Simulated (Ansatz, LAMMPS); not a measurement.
# Amorphous 88HfO2-12Y2O3 (mol %) (81 atoms), relaxed: mesh and functional compared

Which bonds does the relaxation leave, and how do the Kohn-Sham gap, forces and pressure change with k-mesh and functional?

Calculated with Ansatz 0.2.0: Kohn-Sham DFT, PBE, PAW (set soft_2), plane waves; cutoff 420 eV, Γ point, fermi-dirac smearing of 0.025 eV.

**The cell**

Density at the start: 7.67 g/cm³. The cell holds 81 atoms: 22 Hf, 6 Y and 53 O. Cell: a = 10.474 Å, b = 10.474 Å, c = 10.474 Å, α = 90.0°, β = 90.0°, γ = 90.0°. 81 atoms (22 Zr, 6 Er, 53 O) placed at random at 5.58 g/cm³, melted at 5000 K for 10 ps at fixed volume with the Morse and Coulomb pair potential with partial charges (Pedone, Malavasi, Menziani, Cormack and Segre, J. Phys. Chem. B 110, 11780 (2006)). Quenched from 5000 K to 300 K at 50 K/ps and fixed volume, held 5 ps, then minimised at fixed cell. Then Zr was replaced by Hf, Er was replaced by Y (the potential has no terms for the new elements, so the cell is a start for a DFT relaxation).

Cell and atoms were relaxed with PBE. The walk converged after 14 steps by the program's count, with a largest force component of 0.00784 eV/Å; it began at an r.m.s. force component of 0.40 eV/Å. The edges went from 10.474, 10.474, 10.474 to 10.156, 10.097, 10.283 Å, and the volume from 14.187 to 13.017 Å³ an atom (-8.3 %).

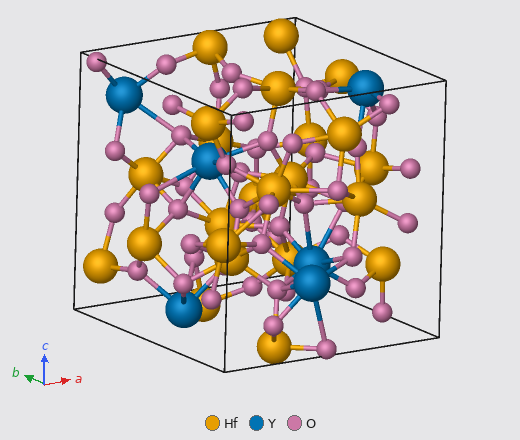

The relaxed cell. Some periodic images of atoms are drawn too.

The input of the reference single point:

```yaml
crystal:
  lattice:
    - [10.15548, 0.0533, -0.04137]
    - [0.0533, 10.09657, 0.00117]
    - [-0.04137, 0.00117, 10.28317]
  atoms:
    - { symbol: Hf, position: [0.21211, 0.84921, 0.53255] }
    - { symbol: Hf, position: [0.8848, 0.72062, 0.60822] }
    - { symbol: Hf, position: [0.04812, 0.61629, 0.34304] }
    - { symbol: Hf, position: [0.27441, 0.35799, 0.31892] }
    [... 75 atom lines left out ...]
    - { symbol: O, position: [0.32238, 0.77878, 0.68754] }
    - { symbol: O, position: [0.31168, 0.36814, 0.97315] }
kpoints:
  mp_grid: { grid: [1, 1, 1] }
hamiltonian:
  xc: pbe
scf:
  occupations: { method: fermi_dirac, width: 0.025 }
output:
  forces: true
  stress: true
  populations: true
  dos:
    method: { smearing: { sigma: 0.08 } }
    de: 0.05
    projected: { site_lists: { Hf: [Hf], O: [O], "Y": ["Y"] } }
  eigenvalues: true
  write_density: true
  write_potential: true
  volumetric_format: npy
```

**Bonds after relaxation**

Bonds by pair of elements; cutoffs follow the first minimum of g(r), held within bounds set by covalent radii, and pairs that aren't listed don't count as bonded:

```csv
pair A-B,cutoff (Å),bonds,mean length (Å),spread (Å),shortest (Å),B about A,A about B
O-Hf,2.82,138,2.14,0.12,1.95,2.60,6.27
O-Y,3,43,2.43,0.22,2.13,0.811,7.17
```

How many atoms have how many bonded neighbours:

| element | mean | 2 | 3 | 4 | 6 | 7 | 8 |
| --- | --- | --- | --- | --- | --- | --- | --- |
| Hf | 6.27 | 0 | 0 | 0 | 16 | 6 | 0 |
| O | 3.42 | 1 | 29 | 23 | 0 | 0 | 0 |
| Y | 7.17 | 0 | 0 | 0 | 1 | 3 | 2 |

**Levels of theory**

Single points at the relaxed geometry:

| functional | k-mesh | Kohn-Sham gap (eV) | pressure (GPa) | r.m.s. force component (eV/Å) | SCF cycles | time |
| --- | --- | --- | --- | --- | --- | --- |
| PBE | 1×1×1 | 3.789 | -0.02 | 0.002 | 10 | 13 s |
| PBE | 2×2×2 | 3.740 | -0.01 | 0.023 | 10 | 2 min |
| HSE06 | 1×1×1 | 5.312 | -4.58 | 0.105 | 24 | 4.4 min |
| r2SCAN | 1×1×1 | 4.242 | -4.50 | 0.081 | 10 | 26 s |
| PBEsol | 1×1×1 | 3.704 | -6.10 | 0.071 | 11 | 14 s |

The gap is that between the highest filled and lowest empty Kohn-Sham level on the run's k-points. Cutoffs: 420 eV for PBE, HSE06 and PBEsol; 500 eV for r2SCAN. Times come from shared hosts and are rough.

**Findings**

By these cutoffs 73 % of Hf atoms have 6, 55 % of O atoms have 3 and 50 % of Y atoms have 7 neighbours. The Kohn-Sham gap is 3.79 eV with PBE on the 1×1×1 mesh and 3.74 eV on 2×2×2. On the 1×1×1 mesh HSE06 changes the gap by +1.52 eV against PBE. Carrying that shift over to the 2×2×2 mesh gives 3.74 + 1.52 = 5.26 eV, an estimate that takes the shift to be alike at all k-points. On the reference's mesh the gap changes with r2SCAN by +0.45 eV and PBEsol by -0.09 eV. Against the reference the pressure changes with HSE06 by -4.6 GPa, r2SCAN by -4.5 GPa and PBEsol by -6.1 GPa; a negative change means a smaller volume than PBE would take. The denser mesh moves the energy by -2.8 meV/atom and the pressure by +0.00 GPa.

Limits: All single points share the geometry relaxed with PBE. The volume changed by -8.3 % on relaxing; in so small a cell, on this mesh and at this cutoff, the relaxed density is rough. One sample; tail or defect levels can set the gap of a disordered cell. The quench rate of 50 K/ps is many orders above laboratory rates, so the cell is likely richer in defects and strain than a real sample. The network of bonds at the start is that of the classical potential that made the cell, and needn't be the one that DFT or experiment would give. Spin–orbit coupling is left out, which matters for the levels of the heavy elements. In some runs the program notes that it cut back its work space to fit the memory limit, the exchange threshold is loose for the stress and the SCF threshold is loose for the stress.

[Logs are printed without paths, hosts, clocks, repeated set-up lines and the standing remarks that a program may print on its own settings, such as how far it seeks lower states.]

[Hosts, paths, dates, database ids (printed as entryN), source tags and the programs' standing remarks are cut or masked in the printed files.]
